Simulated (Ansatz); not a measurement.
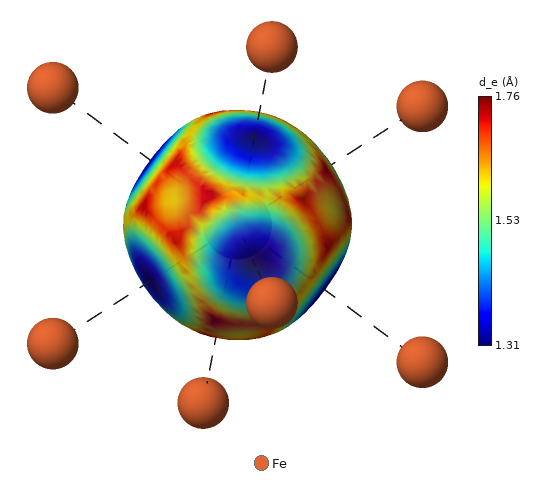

Hirshfeld surface computed for one Fe atom in Fe (Im-3m), coloured by d_e. Dashed lines lead to the closest neighbours outside.

The surface is where the fragment's share of the procrystal density (the sum of the densities of spherically averaged neutral Hartree-Fock atoms) equals one half. d_i and d_e are the distances from the surface to the nearest nucleus inside and outside.

Origin of the cell: the input geometry of an electronic-structure calculation (not necessarily at equilibrium).

```xyz
2
Lattice="2.8654 0.0000 0.0000 0.0000 2.8654 0.0000 0.0000 0.0000 2.8654" Properties=species:S:1:pos:R:3 pbc="T T T"
Fe    0.0000    0.0000    0.0000
Fe    1.4327    1.4327    1.4327
```

> What is the shortest distance from the fragment to an atom outside it?

Fe–Fe, 2.48 Å.

> How is the surface shared among contacts (nearest atom inside ··· nearest atom outside)?

Fe···Fe 100 %. The surface faces 14 neighbours with more than 2 % of its area each: 14 Fe.

> Give the size and shape of the surface.

It encloses about 7.6 Å³, has an area of about 19 Å² and a globularity of 1.00 (1 for a sphere).
